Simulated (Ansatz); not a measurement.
C₂H₅Si (SMILES C=C[SiH2+]) (charge +1)

The calculation's input:

```
crystal:
  periodic: [false, false, false]
  atoms:
    - {symbol: C, position_ang: [0.099351, 1.807556, -0.582058]}
    - {symbol: C, position_ang: [-0.959782, 1.050555, -0.204853]}
    - {symbol: Si, position_ang: [1.760957, 1.256611, -0.209411]}
    - {symbol: H, position_ang: [-0.060565, 2.744447, -1.108132]}
    - {symbol: H, position_ang: [-1.977900, 1.362322, -0.418768]}
    - {symbol: H, position_ang: [-0.850048, 0.107154, 0.322822]}
    - {symbol: H, position_ang: [1.940251, -0.017455, 0.504516]}
    - {symbol: H, position_ang: [2.945212, 2.037877, -0.594886]}
basis:
  gaussian: {orbitals: def2-TZVPD}
total_charge: 1
hamiltonian: {xc: {name: PBE0}}
output: {forces: true, orbitals: {seedname: orbitals}}
```

Command:

```sh
ansatz run input.yaml --threads 1 --pin off --max-ram 2610MiB --events-out events.jsonl --progress --plain --runs-dir runs
```

Geometry: B3LYP-D3(BJ)/6-311G**.

Level of theory: isolated molecule in a Gaussian basis; Kohn-Sham density functional theory, functional PBE0 (Ansatz 0.2.0).

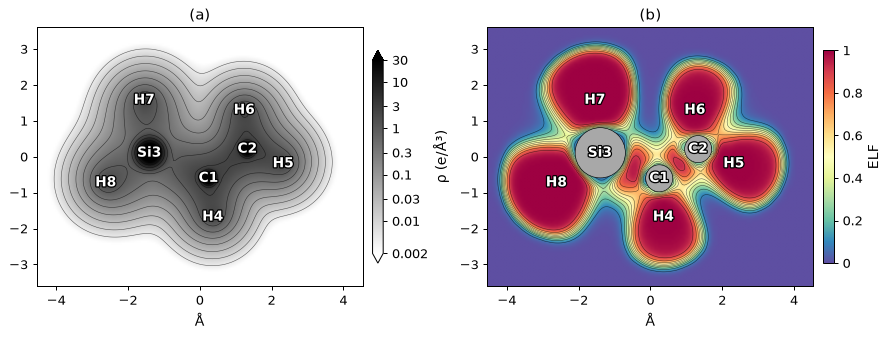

Figure 1. (a) total electron density; (b) electron localisation function on the molecular plane. Grey discs cover the atomic cores in the ELF map.

> Read the bonding off the picture.

Atoms in the plane: C, Si and H. C–C (1.36 Å): ρ at the midpoint is about 2.3 e/Å³; the ELF peaks at about 0.95 between the atoms: localised, covalent bonding. C–Si (1.79 Å): ρ at the midpoint is about 1.1 e/Å³; the ELF peaks at about 0.95 between the atoms; a covalent bond. C–H (1.09 Å): the density is about 2.2 e/Å³ at the midpoint; the ELF climbs to about 1 towards the hydrogen, as it does in any bond to H (an ordinary covalent bond to hydrogen). Si–H (1.47 Å): the density is about 0.89 e/Å³ at the midpoint; the ELF climbs to about 1 towards the hydrogen.

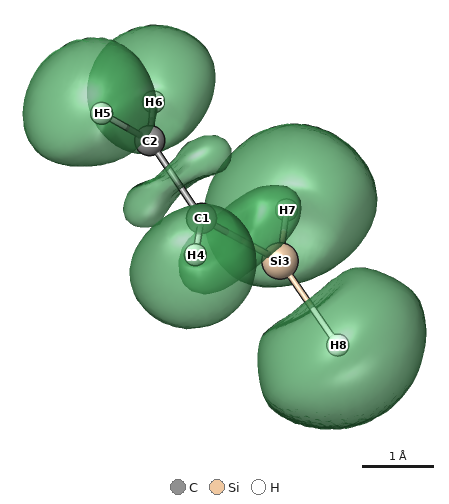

Figure 2. Isosurface of the electron localisation function at 0.8 (green), seen at an oblique angle. Core shells and regions of very low density are left out.

> What do the ELF domains correspond to?

The surface consists of one region between bonded C–C atoms (shared pairs), one region between bonded C–Si atoms (shared pairs) and five regions around hydrogen nuclei.

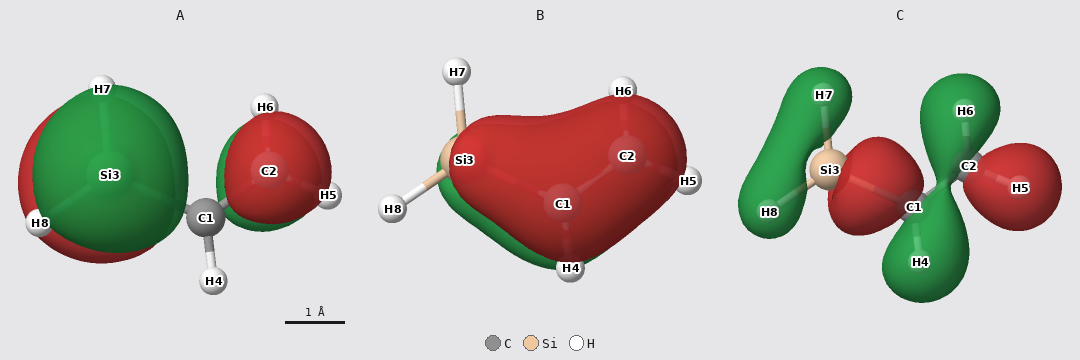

Figure 3. Three frontier orbitals at ±0.1 Å⁻³ᐟ² (green and red are the two phases), in no order.

> Which picture is the HOMO−1, the HOMO and the LUMO?

C is the HOMO−1 (−15.40 eV). By Hirshfeld shares it lies mainly on C1 (about 25 %), Si3 (about 20 %), C2 (about 20 %), H5 (about 10 %), H4 (about 10 %) and H6 (about 5 %); it is symmetric in the molecular plane (an in-plane orbital: σ, lone-pair or in-plane π type). B is the HOMO (−14.43 eV). By Hirshfeld shares it lies mainly on C1 (about 45 %), C2 (about 35 %) and Si3 (about 15 %); it changes sign across the molecular plane (π type); π-bonding across C1–C2 and C1–Si3. A is the LUMO (−8.96 eV). It lies mainly on Si3 (about 60 %) and C2 (about 20 %); it changes sign across the molecular plane (π type); π-bonding across C1–C2.

> What is the HOMO–LUMO gap?

5.47 eV between the orbital energies.
